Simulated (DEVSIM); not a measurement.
Structure: abrupt InP n-p junction, at 300 K.

| layer (left to right) | material | thickness (μm) | Nd (cm⁻³) | Na (cm⁻³) | τn (s) | τp (s) |
|---|---|---|---|---|---|---|
| 1 | InP | 0.980 | 5.9e16 | - | 2.4e-8 | 2.4e-8 |
| 2 | InP | 17.0 | - | 7.2e14 | 2.4e-8 | 2.4e-8 |

Left contact: ohmic. Right contact: ohmic. Voltage is applied to the left contact. Recombination: SRH at mid-gap. Mobility is μmin + (μ − μmin)/(1 + (N/Nref)^α).

Constants are typed, rounded textbook-type inputs, not results; the design itself was drawn at random and stands for no fabricated device. Values at 300 K.

| parameter | InP |
|---|---|
| gap (eV) | 1.344 |
| affinity (eV) | 4.38 |
| permittivity | 12.5 |
| Nc (cm⁻³) | 5.7e17 |
| Nv (cm⁻³) | 1.1e19 |
| μn (cm²/Vs) | 5200 |
| μp (cm²/Vs) | 170 |
| μn,min | 400 |
| μp,min | 10 |
| Nref,n | 3e17 |
| Nref,p | 4.9e17 |
| αn | 0.47 |
| αp | 0.62 |

DEVSIM, 1D drift-diffusion, Boltzmann statistics, complete ionisation; no tunnelling, impact ionisation, image-force lowering or self-heating.

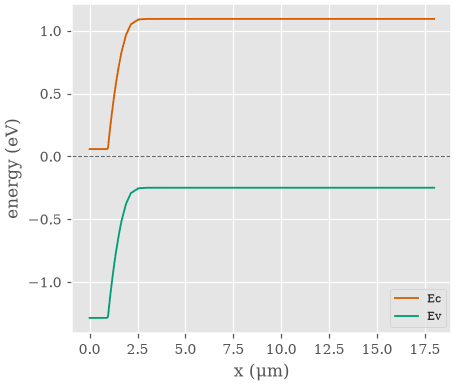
Fig. 1. Band edges at zero bias

Energies count from the Fermi level of the right contact; mesh points crowd at the junctions.

| x (μm) | Ec (eV) | Ev (eV) | n (cm⁻³) | p (cm⁻³) | field (V/cm) |
|---|---|---|---|---|---|
| 0.000 | 0.059 | -1.285 | 5.9e16 | < 1e2 | ≈ 0 |
| 0.02755 | 0.059 | -1.285 | 5.9e16 | < 1e2 | ≈ 0 |
| 0.08947 | 0.059 | -1.285 | 5.9e16 | < 1e2 | ≈ 0 |
| 0.2145 | 0.059 | -1.285 | 5.9e16 | < 1e2 | ≈ 0 |
| 0.5970 | 0.059 | -1.285 | 5.9e16 | < 1e2 | ≈ 0 |
| 0.8098 | 0.059 | -1.285 | 5.9e16 | < 1e2 | ≈ 0 |
| 0.9153 | 0.060 | -1.284 | 5.6e16 | < 1e2 | 680 |
| 0.9725 | 0.085 | -1.259 | 2.1e16 | < 1e2 | 13000 |
| 0.9952 | 0.122 | -1.222 | 5.2e15 | < 1e2 | 15000 |
| 1.041 | 0.187 | -1.157 | 4.1e14 | < 1e2 | 14000 |
| 1.148 | 0.326 | -1.018 | 1.9e12 | < 1e2 | 12000 |
| 1.509 | 0.708 | -0.636 | 740000 | 2.2e8 | 8700 |
| 2.154 | 1.052 | -0.292 | < 1e2 | 1.4e14 | 2100 |
| 3.553 | 1.095 | -0.249 | < 1e2 | 7.2e14 | ≈ 0 |
| 8.438 | 1.095 | -0.249 | < 1e2 | 7.2e14 | ≈ 0 |
| 13.56 | 1.095 | -0.249 | < 1e2 | 7.2e14 | ≈ 0 |
| 15.95 | 1.095 | -0.249 | < 1e2 | 7.2e14 | ≈ 0 |
| 17.09 | 1.095 | -0.249 | < 1e2 | 7.2e14 | ≈ 0 |
| 17.68 | 1.095 | -0.249 | < 1e2 | 7.2e14 | ≈ 0 |
| 17.86 | 1.095 | -0.249 | < 1e2 | 7.2e14 | ≈ 0 |
| 17.94 | 1.095 | -0.249 | < 1e2 | 7.2e14 | ≈ 0 |
| 17.98 | 1.095 | -0.249 | < 1e2 | 7.2e14 | ≈ 0 |
